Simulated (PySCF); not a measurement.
Run report: C₄H₁₀Si, NMR shielding calculation

System: C₄H₁₀Si.
Method: GIAO PBE0/STO-3G NMR shielding, non-relativistic, gas phase (PySCF 2.14.0).

The geometry comes from this level: PBE0-D3(BJ)/def2-SVP. Figures and captions count atoms from 1; the log counts them from 0 in places.

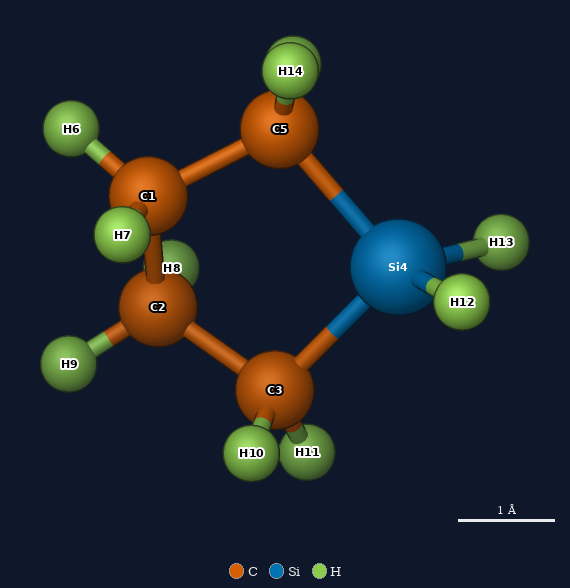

Figure 1. The input geometry (ball-and-stick view, seen at a tilt; atoms are numbered from 1 in the order of the input).

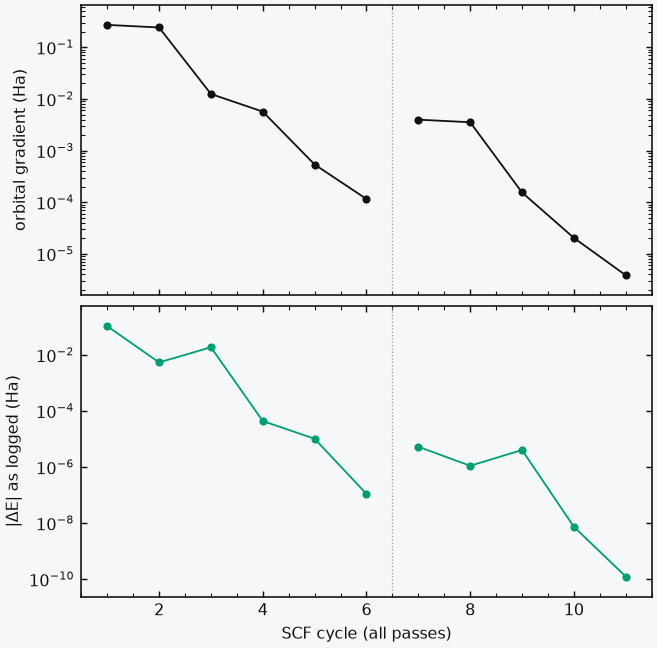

Figure 2. Convergence of the self-consistent field: orbital gradient and size of the energy change against the SCF cycle. The dotted line marks the change from a coarse to the final integration grid. The first 6 cycles use a coarse grid, the final grid takes over at cycle 7, and the field converges after 11 cycles in all.

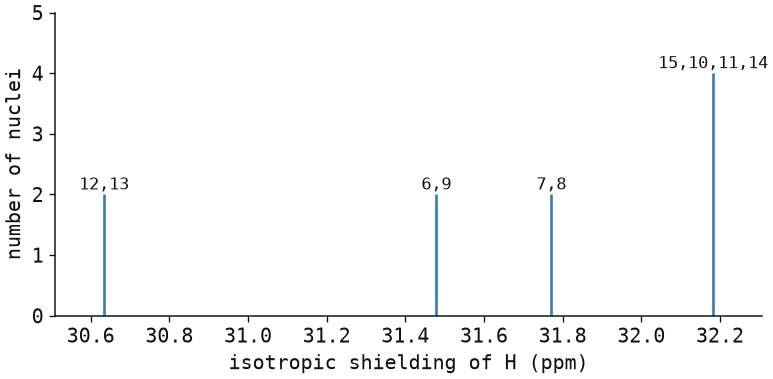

Figure 3. Isotropic shieldings of the hydrogen nuclei in this fixed geometry, labelled by atom number; shielding grows to the right, so chemical shift grows to the left. The least shielded is H12 (30.6 ppm), the most shielded H14 (32.2 ppm).

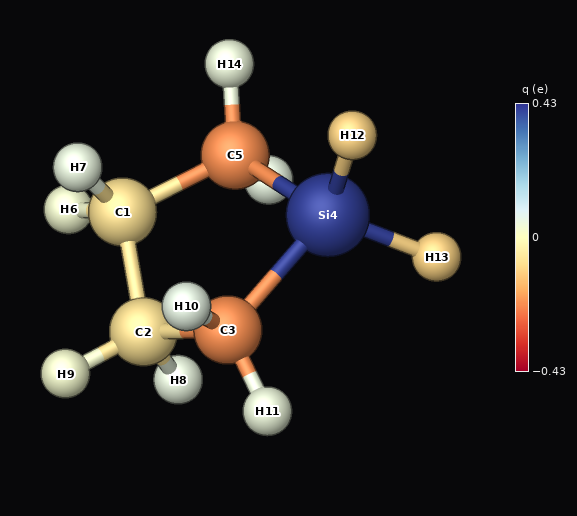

Figure 4. ESP-fitted charges, as the colour of each atom (ball-and-stick view, seen at a tilt; atoms are numbered from 1 in the order of the input). By element: C −0.21 to −0.07, Si +0.41 and H −0.10 to +0.06 e.

These pictures come from the run below.

Input
```
{"job": {"kind": "nmr", "xc": "PBE0", "basis": "STO-3G", "pop": true}, "charge": 0, "multiplicity": 1}
C     -0.632111    -0.854299    -0.295984
C     -0.777371     0.618082     0.101103
C      0.481270     1.376664    -0.351328
Si     1.879172     0.126650    -0.038426
C      0.729112    -1.369414     0.200329
H     -1.468844    -1.460097     0.089167
H     -0.673903    -0.930664    -1.397416
H     -0.871395     0.683579     1.200025
H     -1.697676     1.058829    -0.316142
H      0.429869     1.592854    -1.431772
H      0.609026     2.340755     0.163181
H      2.817721    -0.008423    -1.196663
H      2.695252     0.431327     1.178850
H      1.055204    -2.283457    -0.317427
H      0.679055    -1.610324     1.275924
```

The first line tells a small driver script what to run in PySCF; the rest is the geometry in Å.

Launched with:
```bash
OMP_NUM_THREADS=1 python <driver script> task.json out
```

What the program printed
```
coarse grid: 12168 points
cycle   1  E = -442.4547218399  dE =  1.057e-01  |g| = 2.719e-01  |ddm| = 4.517e+00
cycle   2  E = -442.4600908249  dE = -5.369e-03  |g| = 2.420e-01  |ddm| = 7.139e-01
cycle   3  E = -442.4787712697  dE = -1.868e-02  |g| = 1.248e-02  |ddm| = 3.442e-01
cycle   4  E = -442.4788148550  dE = -4.359e-05  |g| = 5.687e-03  |ddm| = 2.499e-02
cycle   5  E = -442.4788249981  dE = -1.014e-05  |g| = 5.380e-04  |ddm| = 8.007e-03
cycle   6  E = -442.4788251076  dE = -1.095e-07  |g| = 1.156e-04  |ddm| = 1.042e-03
final grid: 110480 points
cycle   7  E = -442.4513903849  dE = -5.272e-06  |g| = 3.972e-03  |ddm| = 1.310e-02
cycle   8  E = -442.4513914878  dE = -1.103e-06  |g| = 3.542e-03  |ddm| = 1.039e-02
cycle   9  E = -442.4513955211  dE = -4.033e-06  |g| = 1.548e-04  |ddm| = 4.948e-03
cycle  10  E = -442.4513955285  dE = -7.381e-09  |g| = 2.042e-05  |ddm| = 2.268e-04
cycle  11  E = -442.4513955286  dE = -1.237e-10  |g| = 3.859e-06  |ddm| = 3.072e-05
converged SCF energy = -442.4513955286

GIAO shielding tensors (ppm)
atom      isotropic    diamagn.    paramagn.     s11        s22        s33       span
  0 C      202.951     244.929     -41.978    181.206    211.761    215.886     34.680
  1 C      202.934     245.231     -42.297    181.208    211.799    215.795     34.588
  2 C      221.626     246.305     -24.679    208.309    214.272    242.299     33.990
  3 Si     535.959     869.207    -333.248    480.107    525.967    601.803    121.695
  4 C      221.668     246.338     -24.670    208.320    214.280    242.405     34.085
  5 H       31.477      30.861       0.617     25.357     28.122     40.952     15.595
  6 H       31.770      32.249      -0.479     27.111     28.563     39.637     12.526
  7 H       31.772      32.625      -0.852     27.155     28.536     39.626     12.471
  8 H       31.481      30.969       0.512     25.361     28.115     40.966     15.605
  9 H       32.185      31.406       0.779     27.331     28.214     41.009     13.678
 10 H       32.185      30.291       1.895     26.698     28.065     41.793     15.095
 11 H       30.631      30.661      -0.029     27.172     27.248     37.473     10.301
 12 H       30.637      30.878      -0.241     27.186     27.249     37.475     10.289
 13 H       32.190      30.054       2.136     26.699     28.083     41.789     15.090
 14 H       32.170      31.522       0.648     27.268     28.224     41.017     13.750
```

Results in brief

- outcome: converged
- total energy: −442.451396 hartree
- HOMO: −6.36 eV
- LUMO: 8.01 eV
- dipole moment: 0.13 D
- isotropic shielding, C: 202.9 to 221.7 ppm
- isotropic shielding, Si: 536.0 ppm
- isotropic shielding, H: 30.6 to 32.2 ppm
- hardware: 1 CPU thread, shared host
- wall time: 3.4 s
- peak memory: 0.38 GiB
